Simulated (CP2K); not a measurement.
# [C2H8NSi2]− (SMILES C=C[SiH2][N-][SiH3]): AM1

Aim: the vertical singlet–triplet gap of [C2H8NSi2]− at AM1, from 2 runs. 

The calculation is run with CP2K 2026.2.

2 further runs of the same task are left out: 1 that didn't finish, 1 set aside as unsound or not needed.

**1. The system as given**

[C2H8NSi2]−: 13 atoms, total charge -1, spin state singlet. SMILES: `C=C[SiH2][N-][SiH3]`. Geometry: relaxed at GFN2-xTB. This is one conformer, not always the lowest.

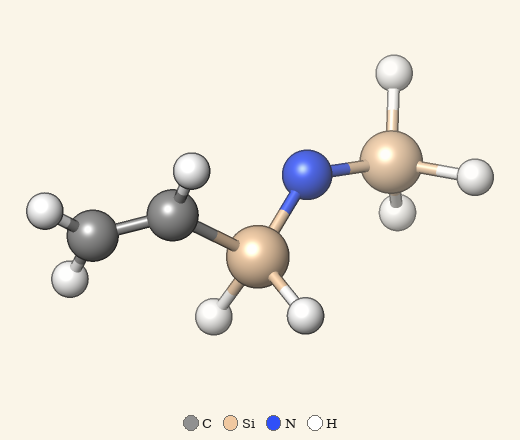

The structure, seen from a chosen angle (carbon grey, silicon light orange, nitrogen blue, hydrogen white).

**2. Energy and forces at AM1**

File molecule.xyz:

```xyz
13

C     -1.142170     2.501040     0.892330
C     -0.487640     1.382470     1.133740
Si    -0.633340    -0.214140     0.121130
N      0.900220    -0.661320    -0.351770
Si     1.559860    -1.978460    -1.139160
H     -1.042620     3.406450     1.487240
H     -1.829450     2.578290     0.061060
H      0.192420     1.367630     1.980050
H     -1.649650     0.095450    -0.933400
H     -1.417020    -1.120880     1.031800
H      0.944100    -2.425920    -2.429120
H      2.973800    -1.666250    -1.481790
H      1.631480    -3.264360    -0.372100
```

File job.inp:

```
&GLOBAL
   PROJECT job
   RUN_TYPE ENERGY_FORCE
   PRINT_LEVEL MEDIUM
&END GLOBAL
&FORCE_EVAL
   METHOD QS
   &DFT
      CHARGE -1
      &QS
         METHOD AM1
         EPS_DEFAULT 1.0E-10
         &SE
            &COULOMB
               CUTOFF [angstrom] 50
               RC_RANGE [angstrom] 0
            &END COULOMB
            &EXCHANGE
               CUTOFF [angstrom] 50
               RC_RANGE [angstrom] 0
            &END EXCHANGE
         &END SE
      &END QS
      &POISSON
         PERIODIC NONE
         POISSON_SOLVER ANALYTIC
      &END POISSON
      &SCF
         SCF_GUESS ATOMIC
         EPS_SCF 1.0E-07
         MAX_SCF 100
         ADDED_MOS 4
         &DIAGONALIZATION
            ALGORITHM STANDARD
         &END DIAGONALIZATION
         &MIXING
            METHOD DIRECT_P_MIXING
            ALPHA 0.4
         &END MIXING
      &END SCF
      # extra output
      &PRINT
         &MOMENTS
            PERIODIC F
            REFERENCE COM
            MAX_MOMENT 1
         &END MOMENTS
         &MO ON
            ENERGIES T
            OCCUPATION_NUMBERS T
            NDIGITS 6
            &EACH
               QS_SCF 0
            &END EACH
            ADD_LAST NUMERIC
         &END MO
         &HIRSHFELD OFF
         &END HIRSHFELD
      &END PRINT
   &END DFT
   # structure
   &SUBSYS
      # box in angstrom
      &CELL
         ABC 20.8 22.7 20.4
         PERIODIC NONE
      &END CELL
      &TOPOLOGY
         COORD_FILE_NAME molecule.xyz
         COORD_FILE_FORMAT XYZ
         &CENTER_COORDINATES
         &END CENTER_COORDINATES
      &END TOPOLOGY
   &END SUBSYS
   &PRINT
      &FORCES ON
      &END FORCES
   &END PRINT
&END FORCE_EVAL
```

Run with:

```sh
$ OMP_NUM_THREADS=1 cp2k.psmp job.inp > job.out
```

Output:

```text
CP2K| version string:                                       CP2K version 2026.2
[...]
 GLOBAL| Method name                                                        CP2K
[...]
 GLOBAL| Run type                                                   ENERGY_FORCE
[...]
                             - Atoms:                                         13
[...]
                             - Spherical basis functions:                     28
[...]
 Number of electrons:                                                         30
[...]
     1 P_Mix/Diag. 0.40E+00    0.0     0.77541303       -20.2408498550 -2.02E+01
[...]
    20 DIIS/Diag.  0.46E-07    0.0     0.00000008       -27.2383162058  3.55E-14
  *** SCF run converged in    20 steps ***
  Core-core repulsion energy [eV]:                           1826.87430059620669
  Core Hamiltonian energy [eV]:                             -1143.27050764631167
  Two-electron integral energy [eV]:                        -2849.59214166593119
  Electronic energy [eV]:                                   -2568.06657847927727
  Total energy [eV]:                                         -741.19227788307080
  Atomic reference energy [eV]:                               740.41067757628889
  Heat of formation [kcal/mol]:                               -18.02413268802122
[...]
 SE_DIPOLE| Moment [Debye]          1.61424322      -2.15454950      -1.28813957
 SE_DIPOLE| Derivative [a.u.]       0.00000000       0.00000000       0.00000000
 ENERGY| Total FORCE_EVAL ( QS ) energy [hartree]            -27.238316205828994
 FORCES| Atomic forces [hartree/bohr]
 FORCES|   Atom     x               y               z               |f|
 FORCES|      1 -8.65539213E-04 -1.07046951E-03 -1.43549662E-03   1.98889760E-03
 FORCES|      2 -4.51083614E-03 -1.92046297E-02 -8.58126701E-03   2.15128703E-02
 FORCES|      3  3.62542215E-02  9.68390509E-03  2.05111413E-03   3.75812941E-02
 FORCES|      4 -3.42196568E-02 -3.09376279E-02 -1.03588642E-02   4.72803109E-02
 FORCES|      5 -6.07578064E-03  3.17919667E-02  1.80800038E-02   3.70746651E-02
 FORCES|      6  7.49426440E-04  6.97802532E-03  4.12040778E-03   8.13831909E-03
 FORCES|      7 -9.17656347E-03  3.44900214E-03 -9.71442692E-03   1.38012689E-02
 FORCES|      8  8.54368397E-03 -4.52473541E-03  7.12481207E-03   1.20096092E-02
 FORCES|      9  3.37661386E-03 -6.31782843E-04  3.85232790E-03   5.16150181E-03
 FORCES|     10  3.88668303E-03  4.48746064E-03 -4.06842895E-03   7.19692449E-03
 FORCES|     11  2.73772393E-03  1.21760450E-03  4.16716783E-03   5.13254135E-03
 FORCES|     12 -1.27850660E-03 -5.15575385E-03 -1.65859480E-03   5.56482826E-03
 FORCES|     13  5.78530138E-04  3.91703494E-03 -3.57875497E-03   5.33716656E-03
[...]
```

Wall time 0.45 s (1 thread of Arm Neoverse N1, shared host); peak memory 0.13 GiB.

**3. The triplet**

molecule.xyz is that of step 2.

File qs.inp:

```
&global
   project_name qs
   run_type ENERGY_FORCE
   print_level MEDIUM
&end global

&force_eval
   method QS
   &dft
      charge -1
      multiplicity 3
      unrestricted_kohn_sham T
      &qs
         method AM1
         eps_default 1.0E-10
         &se
            &coulomb
               cutoff [angstrom] 50
               rc_range [angstrom] 0
            &end coulomb
            &exchange
               cutoff [angstrom] 50
               rc_range [angstrom] 0
            &end exchange
         &end se
      &end qs
      ! cluster boundary conditions
      &poisson
         periodic NONE
         poisson_solver ANALYTIC
      &end poisson
      ! SCF settings
      &scf
         scf_guess ATOMIC
         eps_scf 1.0E-07
         max_scf 30
         &ot
            minimizer DIIS
            preconditioner FULL_ALL
         &end ot
         &outer_scf
            eps_scf 1.0E-07
            max_scf 8
         &end outer_scf
      &end scf
      &print
         &moments
            periodic F
            reference COM
            max_moment 1
         &end moments
         &mo_cubes
            nlumo 5
            nhomo -1
            write_cube F
         &end mo_cubes
         &hirshfeld OFF
         &end hirshfeld
      &end print
   &end dft
   &subsys
      ! vacuum box
      &cell
         abc 20.8 22.7 20.4
         periodic NONE
      &end cell
      &topology
         coord_file_name molecule.xyz
         coord_file_format XYZ
         &center_coordinates
         &end center_coordinates
      &end topology
   &end subsys
   ! extra output
   &print
      &forces ON
      &end forces
   &end print
&end force_eval
```

Run with:

```sh
$ OMP_NUM_THREADS=1 cp2k.psmp -i qs.inp > qs.out 2>&1
```

Output, cut to the lines that bear on the results:

```text
CP2K| version string:                                       CP2K version 2026.2
[...]
 GLOBAL| Method name                                                        CP2K
[...]
 GLOBAL| Run type                                                   ENERGY_FORCE
[...]
                             - Atoms:                                         13
[...]
                             - Spherical basis functions:                     28
[...]
 Number of electrons:                                                         16
[...]
     1 OT DIIS     0.15E+00    0.0     0.14635002       -21.6845578677 -2.17E+01
[...]
    24 OT DIIS     0.15E+00    0.0     0.00000009       -27.1415490252 -3.58E-12
  *** SCF run converged in    24 steps ***
  Core-core repulsion energy [eV]:                           1826.87430059620669
  Core Hamiltonian energy [eV]:                             -1133.86510063922674
  Two-electron integral energy [eV]:                        -2863.13661788534500
  Electronic energy [eV]:                                   -2565.43340958189947
  Total energy [eV]:                                         -738.55910898569277
  Atomic reference energy [eV]:                               740.41067757628889
  Heat of formation [kcal/mol]:                                42.69818943045161
[...]
 SE_DIPOLE| Moment [Debye]          1.00272827      -1.12532358      -0.97582969
 SE_DIPOLE| Derivative [a.u.]       0.00000000       0.00000000       0.00000000
 *** WARNING in qs_scf_post_se.F:140 :: Printing of MO cube files not ***
 *** implemented for Semi-Empirical method.                           ***
 ENERGY| Total FORCE_EVAL ( QS ) energy [hartree]            -27.141549025180389
[...]
```

Run time: 2.3 s. Hardware: 1 thread of Arm Neoverse N1, shared host; peak memory 0.14 GiB.

**4. Outcome**

Level: AM1.

```
                                          quantity           value
                             singlet: total energy    -27.23832 Eh
                              singlet: HOMO energy        -3.36 eV
                              singlet: LUMO energy         5.29 eV
                            singlet: HOMO–LUMO gap         8.65 eV
singlet: heat of formation at this unrelaxed shape  -18.0 kcal/mol
                 singlet: largest force on an atom      2.431 eV/Å
                             triplet: total energy    -27.14155 Eh
triplet: heat of formation at this unrelaxed shape   42.7 kcal/mol
                 triplet: largest force on an atom      2.940 eV/Å
  vertical energy of the triplet above the singlet        2.633 eV
```

What this shows: At this shape the triplet lies 2.63 eV (61 kcal/mol) above the singlet. The largest force (singlet) is 2.43 eV/Å: the shape isn't a stationary point for this species at this level.
